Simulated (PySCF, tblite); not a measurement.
**C4H8N2: a rotation path, then NMR shifts on frames**

How do NMR shifts of C4H8N2 (`[H]/N=C(\C)CN=C`) change as the atoms move?

The runs use tblite 0.8.0 and PySCF 2.14.0, with density-fitted response routines of our own; the level of theory stands in each step. All values are computed, except where a source is named. Atoms are numbered from 0 throughout.

**1. The molecule as given**

14 atoms, charge 0, multiplicity 1; geometry from: GFN2-xTB.

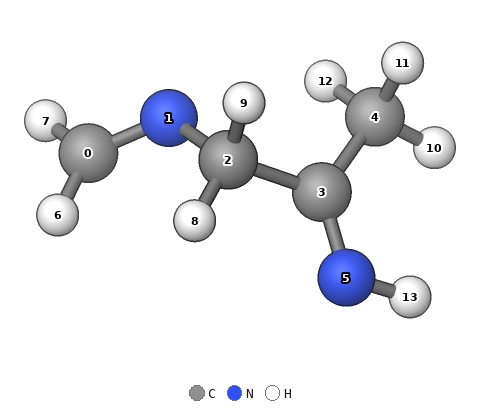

The starting geometry (carbon grey, nitrogen blue, hydrogen white), atoms numbered.

**2. A band between two rotamers with GFN2-xTB**

What the job is given:

```
{"job": {"kind": "neb", "xc": "GFN2-xTB", "basis": "xTB", "atoms": [1, 2, 3, 4], "turn": 120}, "charge": 0, "multiplicity": 1}
C      2.271689    -0.665462     0.904095
N      1.260076     0.064757     0.984345
C      0.601781     0.512649    -0.209807
C     -0.829234     0.026422    -0.206644
C     -1.620042     0.378003     1.016759
N     -1.221631    -0.617249    -1.211722
H      2.724172    -0.996269    -0.037153
H      2.741136    -0.994934     1.819519
H      1.093520     0.175574    -1.133579
H      0.589398     1.607772    -0.178224
H     -2.573497    -0.146840     1.034732
H     -1.806292     1.451123     1.030169
H     -1.039774     0.129182     1.902556
H     -2.191979    -0.925200    -1.177163
```

Method: GFN2-xTB climbing-image nudged elastic band, gas phase.

On the command line:

```sh
$ OMP_NUM_THREADS=1 python probes_run.py task.json out
```

The driver reads the jobs from task.json and runs them one after another.

The program printed:

```text
image   E - E0 / eV
  0       0.0000
  1       0.0067
  2       0.0267
  3       0.0553
  4       0.0860
  5       0.1130
  6       0.1325
  7       0.1433
  8       0.1074
```

It took 7.3 s on 1 thread, shared host.

The final band, with the dihedral N1–C2–C3–C4:

| image | dihedral (°) | energy (eV) | energy (kcal/mol) |
| --- | --- | --- | --- |
| 0 | 54 | 0.000 | 0.0 |
| 1 | 65 | 0.007 | 0.2 |
| 2 | 77 | 0.027 | 0.6 |
| 3 | 89 | 0.055 | 1.3 |
| 4 | 101 | 0.086 | 2.0 |
| 5 | 113 | 0.113 | 2.6 |
| 6 | 125 | 0.132 | 3.1 |
| 7 | 137 | 0.143 | 3.3 |
| 8 | 147 | 0.107 | 2.5 |

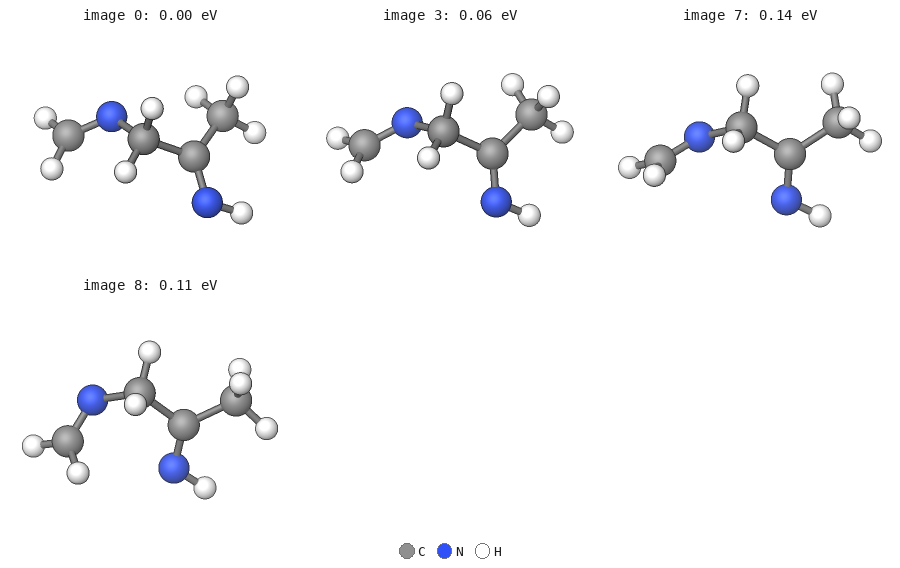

Images along the band.

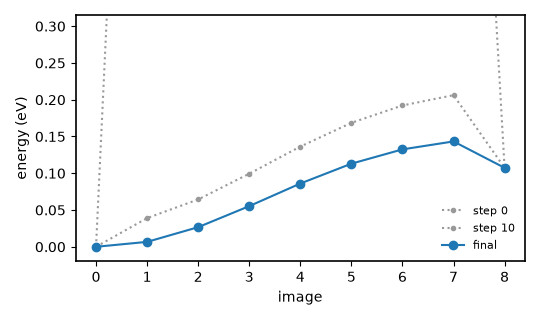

Energy along the band, early and final.

**3. NMR shieldings: image 0, PBE0/pcSseg-1**

What the job is given:

```
{"job": {"kind": "nmr", "xc": "PBE0", "basis": "pcSseg-1", "pop": false}, "charge": 0, "multiplicity": 1}
C      2.271700    -0.665500     0.904100
N      1.260100     0.064800     0.984300
C      0.601800     0.512600    -0.209800
C     -0.829200     0.026400    -0.206600
C     -1.620000     0.378000     1.016800
N     -1.221600    -0.617200    -1.211700
H      2.724200    -0.996300    -0.037200
H      2.741100    -0.994900     1.819500
H      1.093500     0.175600    -1.133600
H      0.589400     1.607800    -0.178200
H     -2.573500    -0.146800     1.034700
H     -1.806300     1.451100     1.030200
H     -1.039800     0.129200     1.902600
H     -2.192000    -0.925200    -1.177200
```

Level: GIAO PBE0/pcSseg-1 NMR shielding, non-relativistic, gas phase.

The program printed:

```text
coarse grid: 11432 points
cycle   1  E = -266.2651358733  dE =  7.134e-01  |g| = 4.546e-01  |ddm| = 3.251e+00
cycle   2  E = -266.2212680367  dE =  4.387e-02  |g| = 6.561e-01  |ddm| = 1.168e+00
cycle   3  E = -266.3139234167  dE = -9.266e-02  |g| = 1.035e-01  |ddm| = 6.813e-01
cycle   4  E = -266.3162241276  dE = -2.301e-03  |g| = 3.219e-02  |ddm| = 9.505e-02
cycle   5  E = -266.3164456725  dE = -2.215e-04  |g| = 1.089e-02  |ddm| = 3.400e-02
cycle   6  E = -266.3164657375  dE = -2.006e-05  |g| = 5.214e-03  |ddm| = 1.026e-02
cycle   7  E = -266.3164715948  dE = -5.857e-06  |g| = 5.964e-04  |ddm| = 3.947e-03
final grid: 109792 points
cycle   8  E = -266.3485652117  dE = -3.207e-05  |g| = 7.306e-03  |ddm| = 2.573e-02
cycle   9  E = -266.3485626719  dE =  2.540e-06  |g| = 8.146e-03  |ddm| = 1.453e-02
cycle  10  E = -266.3485781990  dE = -1.553e-05  |g| = 1.559e-03  |ddm| = 7.791e-03
cycle  11  E = -266.3485787262  dE = -5.272e-07  |g| = 2.513e-04  |ddm| = 1.051e-03
cycle  12  E = -266.3485787360  dE = -9.820e-09  |g| = 1.258e-04  |ddm| = 2.541e-04
cycle  13  E = -266.3485787392  dE = -3.185e-09  |g| = 3.567e-05  |ddm| = 1.355e-04
cycle  14  E = -266.3485787395  dE = -2.731e-10  |g| = 1.005e-05  |ddm| = 3.255e-05
converged SCF energy = -266.3485787395

GIAO shielding tensors (ppm)
atom      isotropic    diamagn.    paramagn.     s11        s22        s33       span
  0 C       30.207     253.352    -223.145    -67.275     42.153    115.743    183.018
  1 N     -137.731     328.872    -466.603   -513.084   -160.741    260.631    773.715
  2 C      108.552     248.688    -140.135     83.659    111.763    130.234     46.575
  3 C        5.879     253.204    -247.325   -108.552     -0.827    127.017    235.568
  4 C      158.432     250.391     -91.958    136.990    150.022    188.285     51.295
  5 N      -78.974     322.098    -401.072   -376.849    -56.620    196.547    573.395
  6 H       24.001      30.453      -6.451     21.165     24.343     26.495      5.330
  7 H       24.439      28.940      -4.501     22.845     24.020     26.451      3.606
  8 H       27.879      32.565      -4.686     25.779     28.015     29.843      4.064
  9 H       26.815      30.642      -3.827     25.297     26.364     28.783      3.485
 10 H       30.306      30.059       0.248     27.234     28.809     34.876      7.642
 11 H       29.483      29.141       0.343     26.591     27.883     33.976      7.385
 12 H       28.436      29.748      -1.312     23.837     28.738     32.733      8.896
 13 H       21.439      32.387     -10.948     13.452     24.929     25.937     12.485
```

Wall time 45 s (1 thread, shared host).

Shifts follow as δ = σ(reference) − σ, with reference shieldings (ppm) from runs at the same level and on the same kind of geometry: ¹H TMS 31.72, ¹³C TMS 186.9, ¹⁵N NH3 267.7. The references are single molecules in the gas phase, so shifts against H2O, NH3, PH3, H3PO4 or CFCl3 are not on the usual liquid scales and can be off by tens of ppm. Each atom is listed at this fixed geometry, with no averaging over motion; a spectrum would average atoms that exchange fast.

| atoms | environment | σ (ppm) | δ (ppm) |
| --- | --- | --- | --- |
| C3 | carbon bonded to 2 C, N | 5.9 | 181.0 |
| C0 | carbon bonded to N, 2 H | 30.2 | 156.7 |
| C2 | carbon bonded to C, N, 2 H | 108.6 | 78.4 |
| C4 | carbon bonded to C, 3 H | 158.4 | 28.5 |
| H13 | hydrogen on a nitrogen bonded to C | 21.44 | 10.28 |
| H6 | hydrogen on a carbon bonded to N | 24.00 | 7.72 |
| H7 | hydrogen on a carbon bonded to N | 24.44 | 7.28 |
| H9 | hydrogen on a carbon bonded to C, N | 26.81 | 4.90 |
| H8 | hydrogen on a carbon bonded to C, N | 27.88 | 3.84 |
| H12 | hydrogen on a carbon bonded to C | 28.44 | 3.28 |
| H11 | hydrogen on a carbon bonded to C | 29.48 | 2.23 |
| H10 | hydrogen on a carbon bonded to C | 30.31 | 1.41 |
| N1 | nitrogen bonded to 2 C | -137.7 | 405.5 |
| N5 | nitrogen bonded to C, H | -79.0 | 346.7 |

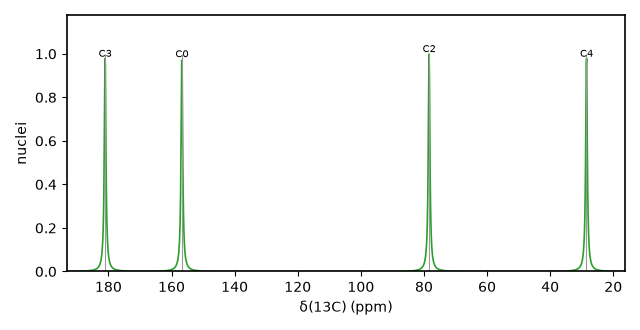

¹³C lines at the computed shifts, without couplings. Lines are broadened to a width of 0.61 ppm (Lorentzian).

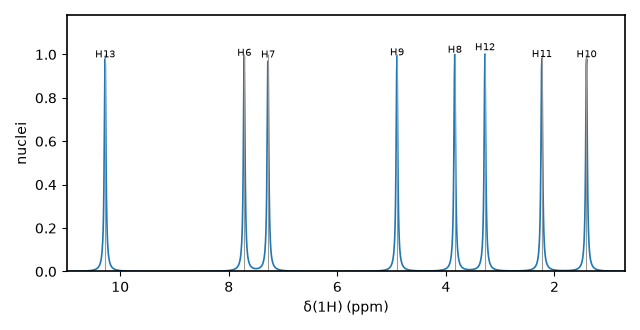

¹H lines at the computed shifts, without couplings. Lines are broadened to a width of 0.04 ppm (Lorentzian).

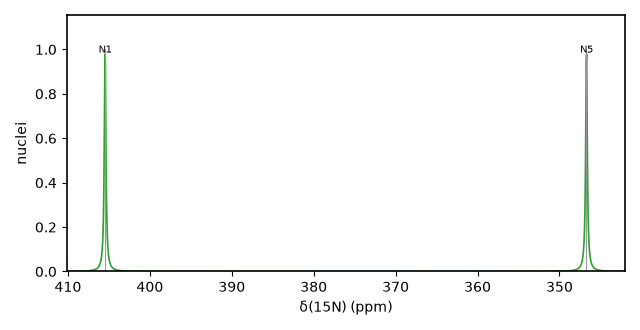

¹⁵N lines at the computed shifts, without couplings. Lines are broadened to a width of 0.24 ppm (Lorentzian).

Orbitals, density, ELF and potential are computed afterwards from the orbital file.

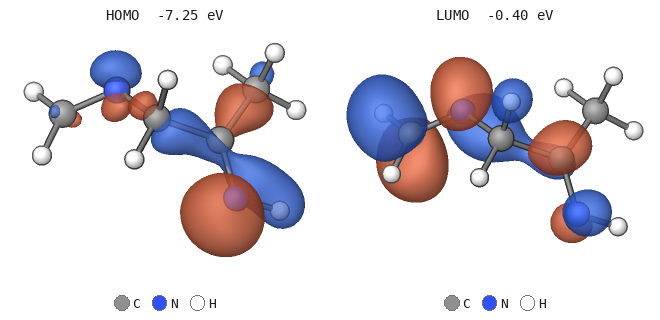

PBE0/pcSseg-1 orbitals near the gap, drawn at the value that encloses 70 % of each; the two colours are the two signs.

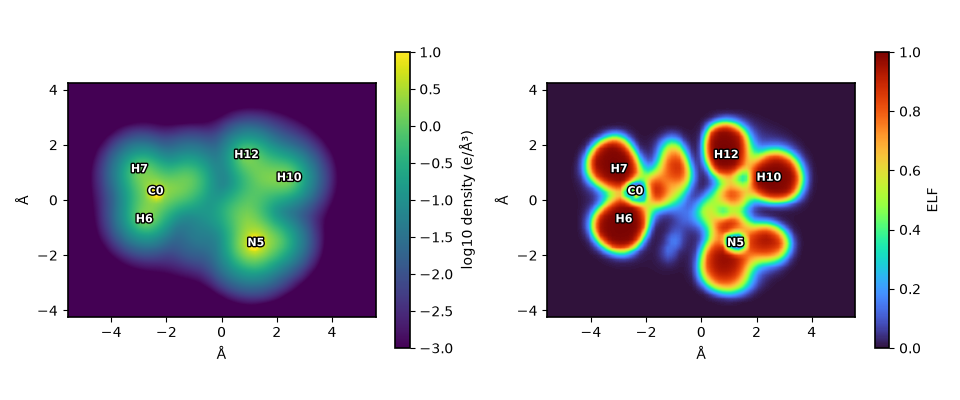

Density (left) and ELF (right) in a plane through or near 6 of the atoms.

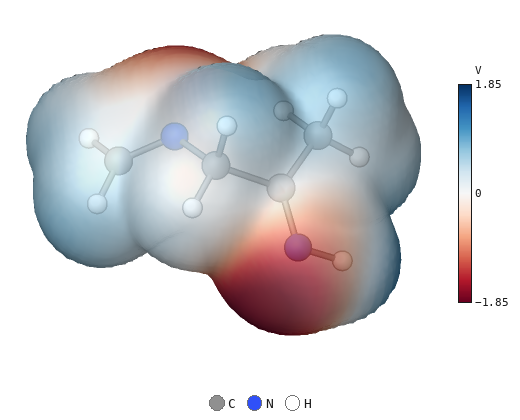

Electrostatic potential on the surface of density 0.002 e/bohr³; red is low, blue high. It runs, from the 1st to the 99th percentile, from -1.85 V near N5 to 1.19 V near H13.

**4. Nuclear shieldings: image 3, PBE0/pcSseg-1**

What the job is given:

```
{"job": {"kind": "nmr", "xc": "PBE0", "basis": "pcSseg-1", "pop": false}, "charge": 0, "multiplicity": 1}
C      2.373900    -0.815100     0.676600
N      1.334900    -0.205400     1.011600
C      0.603600     0.547300     0.028700
C     -0.797300    -0.020500    -0.066900
C     -1.793100     0.576900     0.881600
N     -1.002200    -0.920200    -0.918600
H      2.790800    -0.817200    -0.335700
H      2.909600    -1.373600     1.430500
H      1.076100     0.514500    -0.963900
H      0.554700     1.577900     0.391200
H     -2.721300     0.008700     0.905200
H     -2.014000     1.592800     0.554000
H     -1.366900     0.626000     1.880300
H     -1.949500    -1.292400    -0.936700
```

Method: GIAO PBE0/pcSseg-1 NMR shielding, non-relativistic, gas phase.

The program printed:

```text
coarse grid: 11432 points
cycle   1  E = -266.2623213134  dE =  7.073e-01  |g| = 4.550e-01  |ddm| = 3.249e+00
cycle   2  E = -266.2158538824  dE =  4.647e-02  |g| = 6.658e-01  |ddm| = 1.127e+00
cycle   3  E = -266.3112535069  dE = -9.540e-02  |g| = 1.047e-01  |ddm| = 6.545e-01
cycle   4  E = -266.3136155798  dE = -2.362e-03  |g| = 3.214e-02  |ddm| = 9.464e-02
cycle   5  E = -266.3138383989  dE = -2.228e-04  |g| = 1.049e-02  |ddm| = 3.258e-02
cycle   6  E = -266.3138567159  dE = -1.832e-05  |g| = 5.174e-03  |ddm| = 1.001e-02
cycle   7  E = -266.3138624988  dE = -5.783e-06  |g| = 5.884e-04  |ddm| = 3.863e-03
final grid: 109792 points
cycle   8  E = -266.3463257875  dE = -3.246e-05  |g| = 7.304e-03  |ddm| = 2.521e-02
cycle   9  E = -266.3463235597  dE =  2.228e-06  |g| = 8.024e-03  |ddm| = 1.400e-02
cycle  10  E = -266.3463388486  dE = -1.529e-05  |g| = 1.543e-03  |ddm| = 7.520e-03
cycle  11  E = -266.3463393633  dE = -5.147e-07  |g| = 2.553e-04  |ddm| = 1.072e-03
cycle  12  E = -266.3463393740  dE = -1.068e-08  |g| = 1.180e-04  |ddm| = 2.527e-04
cycle  13  E = -266.3463393768  dE = -2.795e-09  |g| = 3.533e-05  |ddm| = 1.210e-04
cycle  14  E = -266.3463393771  dE = -2.613e-10  |g| = 1.049e-05  |ddm| = 3.219e-05
converged SCF energy = -266.3463393771

GIAO shielding tensors (ppm)
atom      isotropic    diamagn.    paramagn.     s11        s22        s33       span
  0 C       30.234     253.304    -223.070    -66.203     42.389    114.515    180.718
  1 N     -133.258     328.081    -461.338   -506.626   -162.684    269.537    776.163
  2 C      110.849     248.499    -137.650     91.678    111.951    128.919     37.241
  3 C        7.073     253.039    -245.967   -110.754      2.118    129.854    240.608
  4 C      155.113     250.480     -95.367    129.234    148.464    187.642     58.409
  5 N      -86.480     323.478    -409.959   -398.492    -63.041    202.091    600.583
  6 H       24.001      30.585      -6.584     20.857     24.598     26.549      5.691
  7 H       24.525      28.761      -4.236     22.933     24.231     26.411      3.479
  8 H       28.121      32.508      -4.387     25.972     27.981     30.411      4.439
  9 H       27.059      31.553      -4.494     25.386     27.667     28.123      2.737
 10 H       30.142      29.837       0.305     27.076     28.510     34.839      7.763
 11 H       29.432      29.263       0.169     26.643     27.978     33.674      7.031
 12 H       28.811      29.605      -0.794     25.477     28.311     32.644      7.167
 13 H       21.130      32.659     -11.529     12.499     25.086     25.804     13.305
```

Run time: 28 s. Hardware: 1 thread, shared host.

This run: δ C3 179.9, C0 156.7, C2 76.1, C4 31.8, H13 10.59, H6 7.72 ppm.

**5. Nuclear shieldings: image 7, PBE0/pcSseg-1**

What the job is given:

```
{"job": {"kind": "nmr", "xc": "PBE0", "basis": "pcSseg-1", "pop": false}, "charge": 0, "multiplicity": 1}
C      2.491400    -0.885500     0.351400
N      1.472500    -0.519800     0.974000
C      0.601400     0.475800     0.426100
C     -0.778400    -0.104400     0.182400
C     -1.926900     0.777100     0.592700
N     -0.859100    -1.233300    -0.361200
H      2.808500    -0.482300    -0.617400
H      3.116900    -1.646800     0.794600
H      0.973200     0.890500    -0.528300
H      0.532200     1.283600     1.159800
H     -2.872600     0.239000     0.553600
H     -1.981300     1.626700    -0.087900
H     -1.772600     1.158400     1.599600
H     -1.805800    -1.579500    -0.501700
```

Method: GIAO PBE0/pcSseg-1 NMR shielding, non-relativistic, gas phase.

The program printed:

```text
coarse grid: 11432 points
cycle   1  E = -266.2525497730  dE =  7.138e-01  |g| = 4.781e-01  |ddm| = 3.260e+00
cycle   2  E = -266.1874695642  dE =  6.508e-02  |g| = 7.407e-01  |ddm| = 1.316e+00
cycle   3  E = -266.3069204608  dE = -1.195e-01  |g| = 1.106e-01  |ddm| = 7.885e-01
cycle   4  E = -266.3095884923  dE = -2.668e-03  |g| = 3.120e-02  |ddm| = 9.667e-02
cycle   5  E = -266.3098133109  dE = -2.248e-04  |g| = 5.758e-03  |ddm| = 3.117e-02
cycle   6  E = -266.3098166957  dE = -3.385e-06  |g| = 4.278e-03  |ddm| = 6.765e-03
cycle   7  E = -266.3098206546  dE = -3.959e-06  |g| = 7.058e-04  |ddm| = 3.270e-03
final grid: 109792 points
cycle   8  E = -266.3428030423  dE = -3.194e-05  |g| = 7.271e-03  |ddm| = 2.693e-02
cycle   9  E = -266.3428013858  dE =  1.657e-06  |g| = 7.904e-03  |ddm| = 1.431e-02
cycle  10  E = -266.3428159944  dE = -1.461e-05  |g| = 1.367e-03  |ddm| = 7.850e-03
cycle  11  E = -266.3428163974  dE = -4.031e-07  |g| = 2.579e-04  |ddm| = 1.090e-03
cycle  12  E = -266.3428164101  dE = -1.270e-08  |g| = 6.697e-05  |ddm| = 2.116e-04
cycle  13  E = -266.3428164111  dE = -9.671e-10  |g| = 1.977e-05  |ddm| = 8.415e-05
converged SCF energy = -266.3428164111

GIAO shielding tensors (ppm)
atom      isotropic    diamagn.    paramagn.     s11        s22        s33       span
  0 C       29.389     253.159    -223.770    -69.024     42.805    114.386    183.410
  1 N     -133.233     326.368    -459.601   -518.320   -154.333    272.954    791.274
  2 C      115.715     248.583    -132.867     96.013    106.080    145.053     49.039
  3 C        8.131     253.215    -245.084   -109.095      4.292    129.196    238.290
  4 C      153.672     250.571     -96.899    124.460    148.131    188.426     63.967
  5 N      -89.628     323.705    -413.334   -417.986    -68.178    217.279    635.265
  6 H       24.142      30.717      -6.576     20.684     24.786     26.955      6.272
  7 H       24.390      28.333      -3.943     23.155     23.872     26.143      2.988
  8 H       28.136      32.170      -4.034     26.762     27.320     30.326      3.564
  9 H       27.030      31.498      -4.469     24.570     27.321     29.198      4.628
 10 H       30.001      29.811       0.190     26.931     28.491     34.582      7.651
 11 H       29.376      29.695      -0.319     26.663     27.943     33.523      6.861
 12 H       29.415      29.634      -0.219     26.106     28.796     33.342      7.236
 13 H       20.901      32.697     -11.796     11.672     25.288     25.743     14.070
```

Wall time 28 s (1 thread, shared host).

In short: δ C3 178.8, C0 157.5, C2 71.2, C4 33.3, H13 10.82, H6 7.58 ppm.

**6. NMR shieldings: image 8, PBE0/pcSseg-1**

What the job is given:

```
{"job": {"kind": "nmr", "xc": "PBE0", "basis": "pcSseg-1", "pop": false}, "charge": 0, "multiplicity": 1}
C      2.262900    -0.978000     0.245700
N      1.694500    -0.186300     1.031800
C      0.658100     0.679400     0.543400
C     -0.632100    -0.063400     0.258600
C     -1.880800     0.739900     0.496200
N     -0.569700    -1.249600    -0.148000
H      2.066000    -1.046500    -0.826300
H      3.008500    -1.645300     0.653500
H      0.945000     1.175300    -0.396700
H      0.480000     1.444900     1.303300
H     -2.745600     0.261900     0.039100
H     -1.769400     1.745800     0.096900
H     -2.053600     0.819800     1.569000
H     -1.464600    -1.698300    -0.328500
```

With the program's defaults for keys left out, this is: GIAO PBE0/pcSseg-1 NMR shielding, non-relativistic, gas phase.

The program printed:

```text
coarse grid: 11432 points
cycle   1  E = -266.2548104242  dE =  7.132e-01  |g| = 4.741e-01  |ddm| = 3.275e+00
cycle   2  E = -266.1962200281  dE =  5.859e-02  |g| = 7.193e-01  |ddm| = 1.282e+00
cycle   3  E = -266.3074523869  dE = -1.112e-01  |g| = 1.092e-01  |ddm| = 7.689e-01
cycle   4  E = -266.3100525465  dE = -2.600e-03  |g| = 3.242e-02  |ddm| = 9.929e-02
cycle   5  E = -266.3102764455  dE = -2.239e-04  |g| = 1.144e-02  |ddm| = 3.506e-02
cycle   6  E = -266.3102998137  dE = -2.337e-05  |g| = 4.949e-03  |ddm| = 1.050e-02
cycle   7  E = -266.3103051663  dE = -5.353e-06  |g| = 6.177e-04  |ddm| = 4.177e-03
final grid: 109792 points
cycle   8  E = -266.3432036615  dE = -2.990e-05  |g| = 7.153e-03  |ddm| = 2.450e-02
cycle   9  E = -266.3432018820  dE =  1.779e-06  |g| = 7.802e-03  |ddm| = 1.409e-02
cycle  10  E = -266.3432163372  dE = -1.446e-05  |g| = 1.292e-03  |ddm| = 7.618e-03
cycle  11  E = -266.3432166924  dE = -3.552e-07  |g| = 2.756e-04  |ddm| = 9.398e-04
cycle  12  E = -266.3432167066  dE = -1.424e-08  |g| = 8.892e-05  |ddm| = 2.605e-04
cycle  13  E = -266.3432167081  dE = -1.510e-09  |g| = 3.566e-05  |ddm| = 1.182e-04
cycle  14  E = -266.3432167084  dE = -2.493e-10  |g| = 1.292e-05  |ddm| = 3.233e-05
converged SCF energy = -266.3432167084

GIAO shielding tensors (ppm)
atom      isotropic    diamagn.    paramagn.     s11        s22        s33       span
  0 C       21.012     253.858    -232.846    -82.778     22.762    123.053    205.831
  1 N     -113.094     326.168    -439.262   -479.972   -133.016    273.705    753.677
  2 C      122.846     249.610    -126.764    103.101    110.862    154.575     51.474
  3 C       10.646     254.868    -244.221   -109.037      5.476    135.499    244.535
  4 C      156.035     250.815     -94.780    131.135    148.047    188.923     57.789
  5 N      -74.207     324.905    -399.112   -382.738    -61.252    221.370    604.108
  6 H       24.137      31.760      -7.623     19.627     24.246     28.538      8.911
  7 H       24.012      28.130      -4.117     23.259     23.494     25.283      2.023
  8 H       28.014      31.603      -3.589     25.123     27.291     31.627      6.504
  9 H       26.804      31.471      -4.666     23.434     28.255     28.725      5.291
 10 H       30.035      30.258      -0.224     26.535     28.604     34.965      8.431
 11 H       29.726      30.243      -0.517     26.331     29.197     33.650      7.319
 12 H       29.420      29.231       0.189     26.400     27.844     34.015      7.615
 13 H       21.301      33.348     -12.047     13.214     24.935     25.754     12.539
```

Wall time 42 s (1 thread, shared host).

Key values: δ C3 176.3, C0 165.9, C2 64.1, C4 30.9, H13 10.42, H7 7.70 ppm.

**7. Comparing the runs: NMR shifts**

Shifts (ppm) of some atoms, chosen among heavy atoms and hydrogens apart, with basis size and wall time:

| frame | C3 | C0 | C2 | H13 | H12 | N1 | N5 | functions | time |
| --- | --- | --- | --- | --- | --- | --- | --- | --- | --- |
| image 0 | 181.0 | 156.7 | 78.4 | 10.28 | 3.28 | 405.5 | 346.7 | 142 | 45 s |
| image 3 | 179.9 | 156.7 | 76.1 | 10.59 | 2.91 | 401.0 | 354.2 | 142 | 28 s |
| image 7 | 178.8 | 157.5 | 71.2 | 10.82 | 2.30 | 401.0 | 357.4 | 142 | 28 s |
| image 8 | 176.3 | 165.9 | 64.1 | 10.42 | 2.30 | 380.8 | 341.9 | 142 | 42 s |

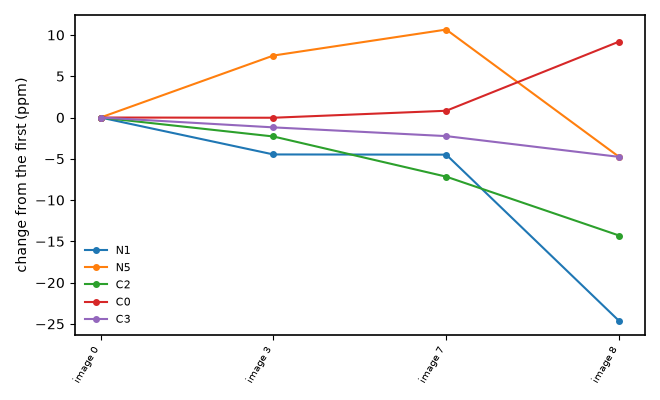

How five of the tabulated atoms move from run to run.

**8. What came out**

| quantity | value |
| --- | --- |
| barrier | 0.143 eV (3.3 kcal/mol) at image 7 |
| end to end (GFN2-xTB) | 0.107 eV |
| ¹³C shifts against TMS (PBE0/pcSseg-1, image 0) | 181.0, 156.7, 78.4, 28.5 ppm |
| ¹H shifts against TMS (PBE0/pcSseg-1, image 0) | 10.28, 7.72, 7.28, 4.90, 3.84, 3.28, 2.23, 1.41 ppm |
| ¹⁵N shifts against NH3 (PBE0/pcSseg-1, image 0) | 405.5, 346.7 ppm |
| surface potential, 1st and 99th percentile | -1.85 V and 1.19 V |
| range of the shift of N1 | 380.8 to 405.5 ppm |

In words: Along the band the dihedral turns by 94°, and the top (dihedral 137°) lies 3.3 kcal/mol above the start (GFN2-xTB, rough), so at room temperature this motion is fast. The top was not checked by a frequency run. Shifts at one fixed geometry are not the observed spectrum, which averages over the motion. In the first frame run (image 0): The widest tensor belongs to N1: span 774 ppm, with a paramagnetic part of -467 ppm. By nearest atom (PBE0/pcSseg-1), the HOMO sits on N5 55 %; H13 10 % and the LUMO on C0 29 %; N1 29 %. In ppm, N1 moves most: its shift spreads over 24.6 ppm, from 380.8 (image 8) to 405.5 (image 0).
